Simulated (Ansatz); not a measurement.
**CH₄S₂Si: a short trajectory**

What does CH₄S₂Si do in its first 100 fs at constant energy, with the temperature set to 1000 K?

Program: Ansatz 0.2.0, Gaussian basis. Level of theory: BLYP/6-31G*. These are calculated values, not measurements.

### Step 1. Structure used throughout

An earlier PBE0-D4 in a triple-zeta def2 set relaxation fixed the geometry.

SMILES `SC1[SiH2]S1`, 8 atoms, charge 0, spin multiplicity 1.

Atoms are counted from 1 here; the program's logs count them from 0.

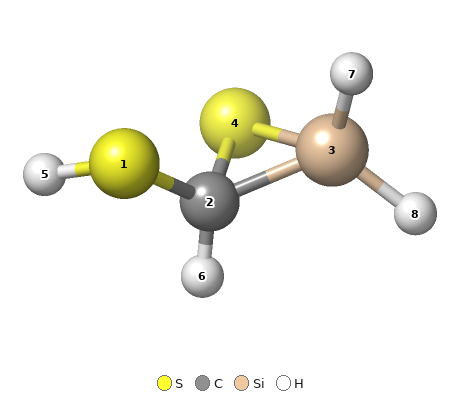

The geometry (sulfur yellow, carbon grey, silicon light orange, hydrogen white); atoms are numbered from 1 in the order of the file.

Geometry (Å):

```tsv
atom	x (Å)	y (Å)	z (Å)
S1	0.16839	1.75731	-0.82212
C2	-0.41926	0.37554	0.12278
Si3	0.71112	-1.06367	0.38741
S4	-1.01855	-1.15666	-0.76733
H5	-1.01313	2.15525	-1.32834
H6	-1.09218	0.64460	0.93144
H7	2.02405	-1.04529	-0.28959
H8	0.73147	-1.72427	1.70985
```

### Step 2. Dynamics

in.yaml reads:

```yaml
crystal:
  periodic: [false, false, false]
  atoms:
    - {symbol: S, position_ang: [0.168385, 1.757306, -0.822117]}
    - {symbol: C, position_ang: [-0.419261, 0.375539, 0.122779]}
    - {symbol: Si, position_ang: [0.711119, -1.063672, 0.387413]}
    - {symbol: S, position_ang: [-1.018551, -1.156660, -0.767332]}
    - {symbol: H, position_ang: [-1.013135, 2.155253, -1.328343]}
    - {symbol: H, position_ang: [-1.092176, 0.644599, 0.931439]}
    - {symbol: H, position_ang: [2.024050, -1.045294, -0.289592]}
    - {symbol: H, position_ang: [0.731469, -1.724270, 1.709854]}
basis:
  gaussian: {orbitals: "6-31G*"}
hamiltonian: {xc: {name: BLYP}}
md: {timestep: 2 fs, n_steps: 50, ensemble: nve, temperature: 1000, initial_velocities: maxwell_boltzmann, seed: 481}
```

On the command line:

```sh
$ ansatz run in.yaml --threads 2 --pin off --events-out ev --progress --plain --max-ram 4352MiB
```

Output:

```text
Functional definition: BLYP
  name "BLYP"
  cite "Becke, Phys. Rev. A 38, 3098 (1988) doi:10.1103/PhysRevA.38.3098"
  cite "Lee, Yang & Parr, Phys. Rev. B 37, 785 (1988) doi:10.1103/PhysRevB.37.785"
  parameter beta = 0.0042
  parameter a = 0.04918
  parameter b = 0.132
  parameter c = 0.2533
  parameter d = 0.349
  exchange = b88_x(beta = beta)
  correlation = lyp_c(a = a, b = b, c = c, d = d)
969 factors; their error is unknown
mean field evaluation 1: about -30642.6931 eV, gradient 4.4e1 eV
mean field evaluation 2: about -30627.1261 eV, gradient 8.2e1 eV
mean field evaluation 4: about -30647.5857 eV, gradient 3.5e0 eV
mean field evaluation 8: about -30647.5467 eV, gradient 2.4e-1 eV
mean field evaluation 16: about -30647.5469 eV, gradient 1.3e-5 eV
mean field -30647.54687223 eV, -1126.2765739010 hartree, gradient 1.3e-5 eV, S^2 0.000000; 0 other end points of the search recorded, 0 dependent functions left out
the calculation of the forces begins
reference -30647.54720750 eV, -1126.2765862220 hartree; 28, 28 occupied and 52, 52 virtual orbitals, 969 factors
md step     0: t =     0.00 fs  T =  1000.0 K  F+E_penalty+E_count = -30647.54687223 eV  E_kin = 0.775560 eV  conserved = -30646.77131223 eV  (28 SCF iters)
these checks for a lower state are left out or cut short: starts, cluster_reference, orbital_swaps, neighbouring_geometries, increment
969 factors; their error is unknown
mean field -30647.44242320 eV, -1126.2727354701 hartree, gradient 1.4e-5 eV, S^2 0.000000; 0 other end points of the search recorded, 0 dependent functions left out
the calculation of the forces begins
reference -30647.44276119 eV, -1126.2727478910 hartree; 28, 28 occupied and 52, 52 virtual orbitals, 969 factors
md step     1: t =     2.00 fs  T =   900.6 K  F+E_penalty+E_count = -30647.44242320 eV  E_kin = 0.698467 eV  conserved = -30646.74395622 eV  (29 SCF iters)
these checks for a lower state are left out or cut short: starts, cluster_reference, orbital_swaps, neighbouring_geometries, increment
969 factors; their error is unknown
mean field -30647.24094660 eV, -1126.2653313415 hartree, gradient 1.4e-5 eV, S^2 0.000000; 0 other end points of the search recorded, 0 dependent functions left out
the calculation of the forces begins
reference -30647.24128694 eV, -1126.2653438490 hartree; 28, 28 occupied and 52, 52 virtual orbitals, 969 factors
md step     2: t =     4.00 fs  T =   662.0 K  F+E_penalty+E_count = -30647.24094660 eV  E_kin = 0.513438 eV  conserved = -30646.72750883 eV  (30 SCF iters)
[... from here on, the SCF cycles and remarks between the steps are left out ...]
md step     3: t =     6.00 fs  T =   585.9 K  F+E_penalty+E_count = -30647.19313978 eV  E_kin = 0.454402 eV  conserved = -30646.73873818 eV  (29 SCF iters)
md step     4: t =     8.00 fs  T =   563.8 K  F+E_penalty+E_count = -30647.17718427 eV  E_kin = 0.437274 eV  conserved = -30646.73991070 eV  (31 SCF iters)
md step     5: t =    10.00 fs  T =   465.3 K  F+E_penalty+E_count = -30647.11474766 eV  E_kin = 0.360831 eV  conserved = -30646.75391618 eV  (30 SCF iters)
md step     6: t =    12.00 fs  T =   328.2 K  F+E_penalty+E_count = -30646.96900268 eV  E_kin = 0.254511 eV  conserved = -30646.71449152 eV  (30 SCF iters)
md step     7: t =    14.00 fs  T =   508.0 K  F+E_penalty+E_count = -30647.14308847 eV  E_kin = 0.393956 eV  conserved = -30646.74913215 eV  (30 SCF iters)
md step     8: t =    16.00 fs  T =   634.6 K  F+E_penalty+E_count = -30647.24814817 eV  E_kin = 0.492180 eV  conserved = -30646.75596854 eV  (30 SCF iters)
md step     9: t =    18.00 fs  T =   522.7 K  F+E_penalty+E_count = -30647.13508678 eV  E_kin = 0.405385 eV  conserved = -30646.72970172 eV  (30 SCF iters)
md step    10: t =    20.00 fs  T =   495.4 K  F+E_penalty+E_count = -30647.12438138 eV  E_kin = 0.384204 eV  conserved = -30646.74017704 eV  (30 SCF iters)
md step    11: t =    22.00 fs  T =   528.2 K  F+E_penalty+E_count = -30647.14946754 eV  E_kin = 0.409639 eV  conserved = -30646.73982878 eV  (31 SCF iters)
md step    12: t =    24.00 fs  T =   533.6 K  F+E_penalty+E_count = -30647.16337450 eV  E_kin = 0.413876 eV  conserved = -30646.74949873 eV  (31 SCF iters)
md step    13: t =    26.00 fs  T =   426.5 K  F+E_penalty+E_count = -30647.07223109 eV  E_kin = 0.330761 eV  conserved = -30646.74146996 eV  (30 SCF iters)
md step    14: t =    28.00 fs  T =   387.9 K  F+E_penalty+E_count = -30647.02674592 eV  E_kin = 0.300808 eV  conserved = -30646.72593789 eV  (30 SCF iters)
md step    15: t =    30.00 fs  T =   587.9 K  F+E_penalty+E_count = -30647.21108045 eV  E_kin = 0.455920 eV  conserved = -30646.75516004 eV  (31 SCF iters)
md step    16: t =    32.00 fs  T =   649.4 K  F+E_penalty+E_count = -30647.25133965 eV  E_kin = 0.503614 eV  conserved = -30646.74772565 eV  (30 SCF iters)
md step    17: t =    34.00 fs  T =   579.2 K  F+E_penalty+E_count = -30647.18178461 eV  E_kin = 0.449177 eV  conserved = -30646.73260754 eV  (31 SCF iters)
md step    18: t =    36.00 fs  T =   624.1 K  F+E_penalty+E_count = -30647.22120434 eV  E_kin = 0.484045 eV  conserved = -30646.73715955 eV  (29 SCF iters)
md step    19: t =    38.00 fs  T =   717.6 K  F+E_penalty+E_count = -30647.30490564 eV  E_kin = 0.556505 eV  conserved = -30646.74840029 eV  (31 SCF iters)
md step    20: t =    40.00 fs  T =   659.6 K  F+E_penalty+E_count = -30647.27334051 eV  E_kin = 0.511592 eV  conserved = -30646.76174811 eV  (31 SCF iters)
md step    21: t =    42.00 fs  T =   411.8 K  F+E_penalty+E_count = -30647.04175856 eV  E_kin = 0.319413 eV  conserved = -30646.72234521 eV  (31 SCF iters)
md step    22: t =    44.00 fs  T =   395.2 K  F+E_penalty+E_count = -30647.04693031 eV  E_kin = 0.306501 eV  conserved = -30646.74042931 eV  (31 SCF iters)
md step    23: t =    46.00 fs  T =   492.8 K  F+E_penalty+E_count = -30647.13627540 eV  E_kin = 0.382175 eV  conserved = -30646.75410078 eV  (30 SCF iters)
md step    24: t =    48.00 fs  T =   413.5 K  F+E_penalty+E_count = -30647.05664982 eV  E_kin = 0.320675 eV  conserved = -30646.73597524 eV  (31 SCF iters)
md step    25: t =    50.00 fs  T =   422.3 K  F+E_penalty+E_count = -30647.05873984 eV  E_kin = 0.327485 eV  conserved = -30646.73125501 eV  (30 SCF iters)
md step    26: t =    52.00 fs  T =   606.1 K  F+E_penalty+E_count = -30647.21296719 eV  E_kin = 0.470082 eV  conserved = -30646.74288530 eV  (30 SCF iters)
md step    27: t =    54.00 fs  T =   767.1 K  F+E_penalty+E_count = -30647.34189016 eV  E_kin = 0.594901 eV  conserved = -30646.74698960 eV  (30 SCF iters)
md step    28: t =    56.00 fs  T =   795.4 K  F+E_penalty+E_count = -30647.37095891 eV  E_kin = 0.616905 eV  conserved = -30646.75405352 eV  (30 SCF iters)
md step    29: t =    58.00 fs  T =   635.8 K  F+E_penalty+E_count = -30647.23065704 eV  E_kin = 0.493069 eV  conserved = -30646.73758759 eV  (29 SCF iters)
md step    30: t =    60.00 fs  T =   505.9 K  F+E_penalty+E_count = -30647.13177725 eV  E_kin = 0.392384 eV  conserved = -30646.73939352 eV  (30 SCF iters)
md step    31: t =    62.00 fs  T =   407.7 K  F+E_penalty+E_count = -30647.06141198 eV  E_kin = 0.316209 eV  conserved = -30646.74520338 eV  (30 SCF iters)
md step    32: t =    64.00 fs  T =   260.0 K  F+E_penalty+E_count = -30646.93207868 eV  E_kin = 0.201642 eV  conserved = -30646.73043638 eV  (30 SCF iters)
md step    33: t =    66.00 fs  T =   263.2 K  F+E_penalty+E_count = -30646.93344602 eV  E_kin = 0.204138 eV  conserved = -30646.72930801 eV  (31 SCF iters)
md step    34: t =    68.00 fs  T =   431.4 K  F+E_penalty+E_count = -30647.07617479 eV  E_kin = 0.334556 eV  conserved = -30646.74161832 eV  (31 SCF iters)
md step    35: t =    70.00 fs  T =   601.0 K  F+E_penalty+E_count = -30647.21290891 eV  E_kin = 0.466089 eV  conserved = -30646.74681957 eV  (30 SCF iters)
md step    36: t =    72.00 fs  T =   647.7 K  F+E_penalty+E_count = -30647.24609501 eV  E_kin = 0.502334 eV  conserved = -30646.74376090 eV  (29 SCF iters)
md step    37: t =    74.00 fs  T =   632.4 K  F+E_penalty+E_count = -30647.22607926 eV  E_kin = 0.490436 eV  conserved = -30646.73564325 eV  (30 SCF iters)
md step    38: t =    76.00 fs  T =   670.7 K  F+E_penalty+E_count = -30647.26890067 eV  E_kin = 0.520188 eV  conserved = -30646.74871240 eV  (28 SCF iters)
md step    39: t =    78.00 fs  T =   576.6 K  F+E_penalty+E_count = -30647.19435101 eV  E_kin = 0.447197 eV  conserved = -30646.74715422 eV  (29 SCF iters)
md step    40: t =    80.00 fs  T =   433.0 K  F+E_penalty+E_count = -30647.05636677 eV  E_kin = 0.335824 eV  conserved = -30646.72054233 eV  (29 SCF iters)
md step    41: t =    82.00 fs  T =   535.6 K  F+E_penalty+E_count = -30647.15480315 eV  E_kin = 0.415369 eV  conserved = -30646.73943372 eV  (31 SCF iters)
md step    42: t =    84.00 fs  T =   693.8 K  F+E_penalty+E_count = -30647.28550209 eV  E_kin = 0.538082 eV  conserved = -30646.74741968 eV  (31 SCF iters)
md step    43: t =    86.00 fs  T =   724.2 K  F+E_penalty+E_count = -30647.30794956 eV  E_kin = 0.561644 eV  conserved = -30646.74630537 eV  (31 SCF iters)
md step    44: t =    88.00 fs  T =   697.4 K  F+E_penalty+E_count = -30647.27650333 eV  E_kin = 0.540852 eV  conserved = -30646.73565094 eV  (31 SCF iters)
md step    45: t =    90.00 fs  T =   728.8 K  F+E_penalty+E_count = -30647.30936782 eV  E_kin = 0.565231 eV  conserved = -30646.74413636 eV  (31 SCF iters)
md step    46: t =    92.00 fs  T =   662.1 K  F+E_penalty+E_count = -30647.26749709 eV  E_kin = 0.513468 eV  conserved = -30646.75402908 eV  (31 SCF iters)
md step    47: t =    94.00 fs  T =   400.2 K  F+E_penalty+E_count = -30647.04122042 eV  E_kin = 0.310365 eV  conserved = -30646.73085569 eV  (30 SCF iters)
md step    48: t =    96.00 fs  T =   253.1 K  F+E_penalty+E_count = -30646.92303136 eV  E_kin = 0.196259 eV  conserved = -30646.72677227 eV  (30 SCF iters)
md step    49: t =    98.00 fs  T =   313.0 K  F+E_penalty+E_count = -30646.98367590 eV  E_kin = 0.242727 eV  conserved = -30646.74094869 eV  (30 SCF iters)
these checks for a lower state are left out or cut short: starts, cluster_reference, orbital_swaps, neighbouring_geometries, increment
969 factors; their error is unknown
mean field -30647.04996158 eV, -1126.2583127714 hartree, gradient 1.1e-5 eV, S^2 0.000000; 0 other end points of the search recorded, 0 dependent functions left out
the calculation of the forces begins
reference -30647.05030025 eV, -1126.2583252175 hartree; 28, 28 occupied and 52, 52 virtual orbitals, 969 factors
969 factors; their error is unknown
mean field evaluation 416: about -30647.1251 eV, gradient 1.5e-1 eV
mean field -30647.04996158 eV, -1126.2583127714 hartree, gradient 1.4e-5 eV, S^2 0.000000; 1 other end points of the search recorded, 0 dependent functions left out
the calculation of the forces begins
reference -30647.05030025 eV, -1126.2583252175 hartree; 28, 28 occupied and 52, 52 virtual orbitals, 969 factors
md step    50: t =   100.00 fs  T =   399.8 K  F+E_penalty+E_count = -30647.04996158 eV  E_kin = 0.310091 eV  conserved = -30646.73987075 eV  (28 SCF iters)
Total energy: -30647.05030025 eV, -1126.2583252175 hartree
Atom 0 at     0.196103     1.824723    -0.835246 Å, force     0.946844    -0.690760    -0.005681 eV/Å
Atom 1 at    -0.400275     0.321643     0.052573 Å, force     0.212896     1.194380    -0.236415 eV/Å
Atom 2 at     0.708766    -1.059265     0.427617 Å, force     1.902789    -1.086487    -0.043788 eV/Å
Atom 3 at    -1.071434    -1.219073    -0.773601 Å, force     0.276381    -0.635549    -0.222216 eV/Å
Atom 4 at    -0.984528     2.421573    -0.941852 Å, force    -0.914372     0.396277    -0.098780 eV/Å
Atom 5 at    -1.014281     0.620843     0.843359 Å, force    -1.382443     0.614292     1.296345 eV/Å
Atom 6 at     2.041259    -0.756009    -0.139961 Å, force     0.119330    -0.076254    -0.726527 eV/Å
Atom 7 at     1.247463    -1.895843     1.595144 Å, force    -1.161425     0.284101     0.037062 eV/Å
Dipole moment:    -0.089544     0.042237     0.358285 e Å
```

Run time: 73 s. Hardware: 2 threads of Arm Neoverse V1, shared host.

### Step 3. The trajectory

One row in 4; energies are counted from the first frame:

```tsv
time (fs)	T (K)	potential (meV)	conserved (meV)	Si3–H7 (Å)
0.0	1000	0.0	0.00	1.477
8.0	564	369.7	31.40	1.529
16.0	635	298.7	15.34	1.546
24.0	534	383.5	21.81	1.479
32.0	649	295.5	23.59	1.602
40.0	660	273.5	9.56	1.435
48.0	413	490.2	35.34	1.622
56.0	795	175.9	17.26	1.425
64.0	260	614.8	40.88	1.632
72.0	648	300.8	27.55	1.396
80.0	433	490.5	50.77	1.645
88.0	697	270.4	35.66	1.376
96.0	253	623.8	44.54	1.636
```

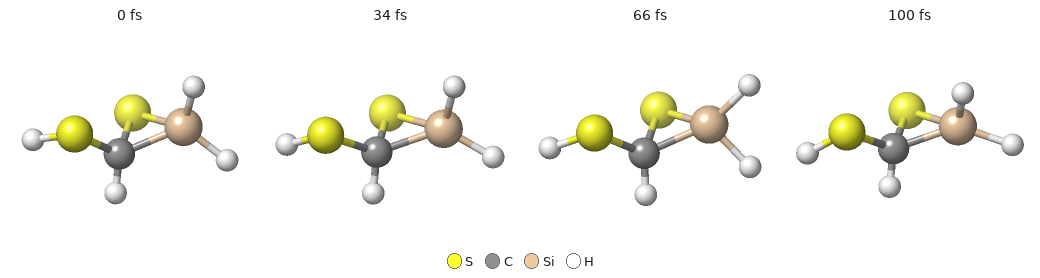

Four frames; sticks are those of the first frame.

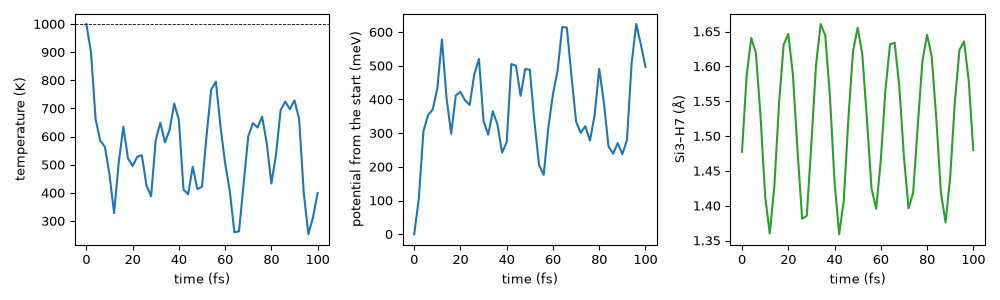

Temperature (the set value dashed), potential energy and the bond that swings most.

Positions (Å) and forces (eV/Å) at 100.0 fs:

```xyz
8

S     0.196    1.825   -0.835    0.947   -0.691   -0.006
C    -0.400    0.322    0.053    0.213    1.194   -0.236
Si    0.709   -1.059    0.428    1.903   -1.086   -0.044
S    -1.071   -1.219   -0.774    0.276   -0.636   -0.222
H    -0.985    2.422   -0.942   -0.914    0.396   -0.099
H    -1.014    0.621    0.843   -1.382    0.614    1.296
H     2.041   -0.756   -0.140    0.119   -0.076   -0.727
H     1.247   -1.896    1.595   -1.161    0.284    0.037
```

### Step 4. Results

```
                              quantity                          value
                                length             50 steps of 2.0 fs
     temperature, first and last frame                    1000, 400 K
              temperature, second half  mean 541 K, from 253 to 795 K
                swing of the potential                        624 meV
largest change of the conserved energy                      56.82 meV
                       range of Si3–H7               1.359 to 1.661 Å
```

What this shows: From 1000 K at the start the temperature swings between 253 and 1000 K: with 8 atoms it has no steady value yet; starting near a minimum, about half of the kinetic energy flows into the potential. The conserved energy moves by 56.82 meV, 9.1 % of the potential's swing: the step is long for the fastest motion. Si3–H7 swings most, by 0.30 Å; no bond breaks. A run of 100 fs gives no averages.
